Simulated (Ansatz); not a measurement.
# BH3S (SMILES BS): levels of theory compared

Aim: a comparison of 6 runs (B2PLYP/STO-3G, r2SCAN/STO-3G, revPBE/STO-3G, wB97M-V/STO-3G, BCCD(T)/STO-3G, CCSDT(Q)/STO-3G) of BH3S. 

Program for the calculation: Ansatz 0.2.0.

54 further runs of the same task are left out: 2 that didn't finish, 52 set aside as unsound or not needed.

## 1. The molecule

The species is BH3S (5 atoms), meant as a singlet with charge 0. As SMILES, `BS`. The S2–B1 distance was set to 2.647 Å, away from the relaxed value. At this shape a bond of the SMILES string is far longer than usual.

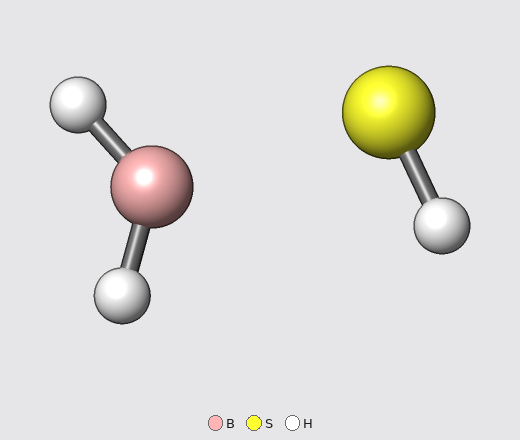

Viewed from a chosen angle; boron pink, sulfur yellow, hydrogen white.

## 2. The energy at B2PLYP/STO-3G (run 1)

The input, input.yaml:

```yaml
crystal:
  periodic: [false, false, false]
  atoms:
    - {symbol: B, position_ang: [-0.668995, -1.249936, 0.209298]}
    - {symbol: S, position_ang: [0.161700, 1.236900, -0.154300]}
    - {symbol: H, position_ang: [-1.839795, -1.385336, 0.385398]}
    - {symbol: H, position_ang: [0.090205, -2.166536, 0.195398]}
    - {symbol: H, position_ang: [1.476100, 1.004400, -0.313600]}
basis:
  gaussian:
    orbitals: STO-3G
hamiltonian:
  xc: {name: B2PLYP}
correlation:
  frozen_orbitals: {B: 1, H: 0, S: 5}
accuracy: high
```

Launch:

```sh
$ ansatz run input.yaml --threads 1 --pin off --max-ram 2610MiB --events-out events.jsonl --progress --plain --runs-dir runs
```

Standard output:

```text
Warning: RAYON_NUM_THREADS=1 ignored (pool sized by the plan → 1); use --threads N
Functional definition: B2PLYP
  name "B2PLYP"
  parameter a = 0.53
  parameter c = 0.27
  exchange = (1 - a)*b88_x + a*exact_x
  correlation = (1 - c)*lyp_c + c*(mp2_os + mp2_ss)
275 factors; integrals over basis functions are off by at most 2.5e-8 eV
mean field evaluation 1: about -11418.4840 eV, gradient 2.0e1 eV
mean field evaluation 2: about -11418.4536 eV, gradient 2.0e1 eV
mean field evaluation 4: about -11420.9255 eV, gradient 2.3e0 eV
mean field evaluation 8: about -11420.9976 eV, gradient 1.6e-1 eV
mean field evaluation 16: about -11420.9979 eV, gradient 2.9e-7 eV
mean field -11420.99788682 eV, -419.7139309101 hartree, gradient 1.2e-8 eV, S^2 0.000000; 0 other end points of the search recorded, 0 dependent functions left out; unrestricted orbitals would lower it
6 core orbitals not correlated: weight in the atoms' cores, before any rotation towards them, 1.000 or more for the frozen orbitals, at most 0.000 for the correlated occupied ones
reference -11420.99790427 eV, -419.7139315514 hartree; 6, 6 occupied and 5, 5 virtual orbitals, 275 factors
second order -3.14546187 eV of doubles, -0.00000000 eV of singles
Total energy: -11421.84717897 eV, -419.7451418211 hartree
```

Run time: 1.2 s. Hardware: 1 thread of Arm Neoverse V1, shared host.

## 3. A single-point energy at r2SCAN/STO-3G (run 2)

input.yaml, as its differences from that of step 2:

```diff
@@ -9,8 +9,4 @@
 basis:
-  gaussian:
-    orbitals: STO-3G
-hamiltonian:
-  xc: {name: B2PLYP}
-correlation:
-  frozen_orbitals: {B: 1, H: 0, S: 5}
+  gaussian: {orbitals: STO-3G}
 accuracy: high
+hamiltonian: {xc: {name: r2SCAN}}
```

Launch:

```sh
$ ansatz run input.yaml --threads 1 --pin off --max-ram 2610MiB --events-out events.jsonl --progress --plain --runs-dir runs
```

Standard output:

```text
Warning: RAYON_NUM_THREADS=1 ignored (pool sized by the plan → 1); use --threads N
Functional definition: r2SCAN
  name "r2SCAN"
  parameter k0 = 0.174
  parameter k1 = 0.065
  parameter a1 = 4.9479
  exchange = r2scan_x(k0 = k0, k1 = k1, a1 = a1)
  correlation = r2scan_c
275 factors; integrals over basis functions are off by at most 2.5e-8 eV
mean field evaluation 1: about -11426.0412 eV, gradient 1.4e1 eV
mean field evaluation 2: about -11366.7536 eV, gradient 9.0e1 eV
mean field evaluation 4: about -11426.6531 eV, gradient 6.9e0 eV
mean field evaluation 8: about -11426.9282 eV, gradient 1.2e-1 eV
mean field evaluation 16: about -11426.8472 eV, gradient 1.6e-5 eV
mean field -11426.84723091 eV, -419.9288903408 hartree, gradient 7.9e-8 eV, S^2 0.000000; 0 other end points of the search recorded, 0 dependent functions left out
reference -11426.84723130 eV, -419.9288903549 hartree; 12, 12 occupied and 5, 5 virtual orbitals, 275 factors
Total energy: -11426.84723130 eV, -419.9288903549 hartree
```

It took 2 s on 1 thread of Arm Neoverse V1, shared host; peak memory 0.13 GiB.

Runs 3 to 4 aren't shown in full; the table further down has their settings and results.

## 4. The energy at BCCD(T)/STO-3G (run 5)

The input, input.yaml:

```yaml
crystal:
  periodic: [false, false, false]
  atoms:
    - symbol: B
      position_ang: [-0.668995, -1.249936, 0.209298]
    - symbol: S
      position_ang: [0.161700, 1.236900, -0.154300]
    - symbol: H
      position_ang: [-1.839795, -1.385336, 0.385398]
    - symbol: H
      position_ang: [0.090205, -2.166536, 0.195398]
    - symbol: H
      position_ang: [1.476100, 1.004400, -0.313600]
basis:
  gaussian:
    orbitals: STO-3G
correlation:
  method: bccd_t
  frozen_orbitals: {B: 1, H: 0, S: 5}
accuracy: high
scf:
  omitted_lower_state_checks: [cluster_reference, increment]
```

Launch:

```sh
$ ansatz run input.yaml --threads 1 --pin off --max-ram 2610MiB --events-out events.jsonl --progress --plain --runs-dir runs
```

Standard output:

```text
Warning: RAYON_NUM_THREADS=1 ignored (pool sized by the plan → 1); use --threads N
[... 12 lines left out ...]
6 core orbitals not correlated: weight in the atoms' cores, before any rotation towards them, 1.000 or more for the frozen orbitals, at most 0.000 for the correlated occupied ones
[... 29 lines left out ...]
WARN: these amplitudes may be one of several solutions (largest doubles amplitude 0.32, level shift 0.71 eV)
Total energy: -11408.08180502 eV, -419.2392736590 hartree
Checks for a lower state left out: cluster_reference, increment
```

Run time: 0.16 s. Hardware: 1 thread of Arm Neoverse V1, shared host.

## 5. The energy at CCSDT(Q)/STO-3G (run 6)

The input, in.yaml:

```yaml
crystal:
  periodic: [false, false, false]
  atoms:
    - {symbol: B, position_ang: [-0.668995, -1.249936, 0.209298]}
    - {symbol: S, position_ang: [0.161700, 1.236900, -0.154300]}
    - {symbol: H, position_ang: [-1.839795, -1.385336, 0.385398]}
    - {symbol: H, position_ang: [0.090205, -2.166536, 0.195398]}
    - {symbol: H, position_ang: [1.476100, 1.004400, -0.313600]}
basis:
  gaussian:
    orbitals: STO-3G
total_charge: 0
correlation:
  method: ccsdt_q
  frozen_orbitals: {B: 1, H: 0, S: 5}
accuracy: high
scf:
  omitted_lower_state_checks: [cluster_reference, increment]
```

Launch:

```sh
$ ansatz run in.yaml --threads 1 --pin off --max-ram 2610MiB --events-out events.jsonl --progress --plain --runs-dir runs
```

Standard output:

```text
Warning: RAYON_NUM_THREADS=1 ignored (pool sized by the plan → 1); use --threads N
[... 12 lines left out ...]
6 core orbitals not correlated: weight in the atoms' cores, before any rotation towards them, 1.000 or more for the frozen orbitals, at most 0.000 for the correlated occupied ones
[... 33 lines left out ...]
WARN: these amplitudes may be one of several solutions (largest doubles amplitude 0.33, level shift 0.71 eV)
Total energy: -11408.14126424 eV, -419.2414587451 hartree
Checks for a lower state left out: cluster_reference, increment
```

Run time: 0.24 s. Hardware: 1 thread of Arm Neoverse V1, shared host.

## 6. All runs side by side

| run | level | frozen core orbitals | energy (Eh) | wall time |
| --- | --- | --- | --- | --- |
| 1 | B2PLYP/STO-3G | 6 | -419.745142 | 1.2 s |
| 2 | r2SCAN/STO-3G | – | -419.928890 | 2 s |
| 3 | revPBE/STO-3G | – | -419.896672 | 0.89 s |
| 4 | wB97M-V/STO-3G | – | -419.976156 | 16 s |
| 5 | BCCD(T)/STO-3G | 6 | -419.239274 | 0.16 s |
| 6 | CCSDT(Q)/STO-3G | 6 | -419.241459 | 0.24 s |

## 7. What came out

```
                                          quantity          value
                               run 6: total energy  -419.24146 Eh
run 6: correlation energy (6 core orbitals frozen)     -127.8 mEh
                              run 6: T1 diagnostic          0.028
```

Totals of different functionals can't be ranked against each other. In runs 1, 5, 6 the log says that unrestricted orbitals would lower the reference, so the values rest on an unstable closed-shell determinant (other closed-shell runs at this shape may share the fault). In runs 1, 2, 3, 4, 5, 6 the basis is minimal, so the values are rough. All runs together took 20 s, the longest 16 s.
